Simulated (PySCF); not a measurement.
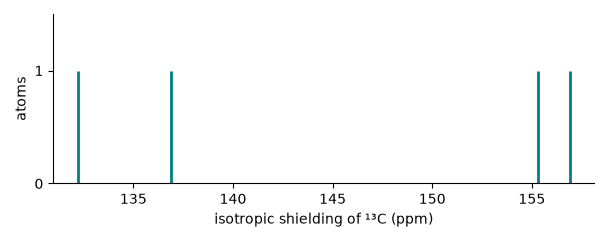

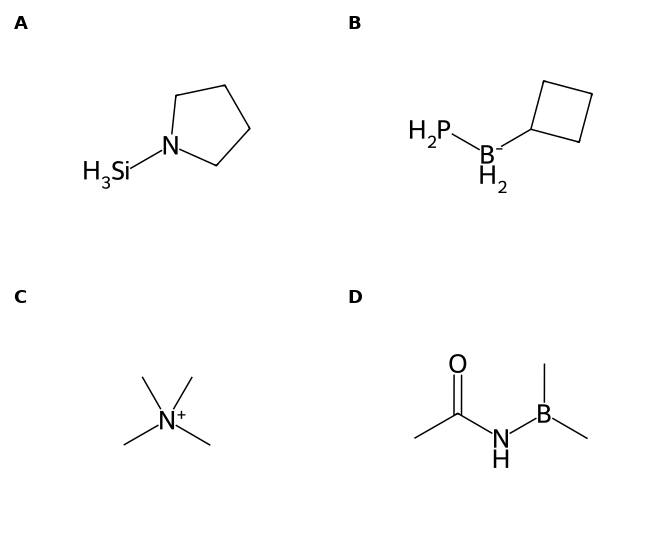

The sticks are computed shieldings of one of the molecules, for one fixed geometry (GFN2-xTB) without averaging over rotations. Low shielding means a high chemical shift. Method: GIAO PBE0/pcSseg-1 NMR shielding, non-relativistic, gas phase (PySCF 2.14.0).

Which molecule gives this pattern?

A, `[SiH3]N1CCCC1`. Its 4 C atoms give lines at 132.2, 136.9, 155.3, 156.9 ppm.

The geometry is semi-empirical. Around B, P, Si such bond lengths and angles can be off by a tenth of an ångström or more and by several degrees, and values that hang on the shape move with them.
